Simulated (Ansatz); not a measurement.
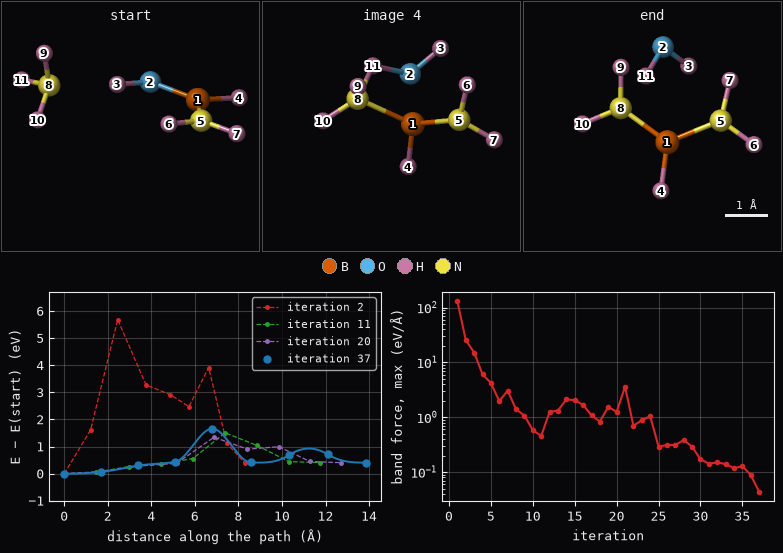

A search for the minimum-energy path of BN2H7O by the nudged elastic band. Images are numbered from 0 (start) to 8 (end). The plot follows the band through its iterations. The picture is a ball-and-stick view, seen from a free direction.

Theory: RKS B3LYP-D4/def2-mTZVP in Ansatz 0.2.0. Run with 7 movable images; climbing image; force threshold 0.05 eV/Å; iteration limit 60; starting path through a guess of the saddle point.

### How did the profile develop, and is the result final?

The run is converged, with reservations. The band converged in 37 iterations. The largest component of the band force went from 130 to 0.043 eV/Å. The climbing image converged on the top of the path. Its vibrational analysis gives one imaginary mode (1440i cm⁻¹), as a transition state must have. The first iteration put the highest image at 30.16 eV. The energy climbs by 1.66 eV to image 4 and then falls by 1.25 eV, so the end point sits at +0.41 eV. The profile has 2 maxima (images 4, 7) with a dip at image 5 (+0.42 eV), so the process runs in steps.

Cost: 8.2 min on 2 threads of Intel(R) Xeon(R) Platinum 8259CL CPU @ 2.50GHz (Skylake/Cascade Lake), on a shared host, peak memory 0.22 GiB.
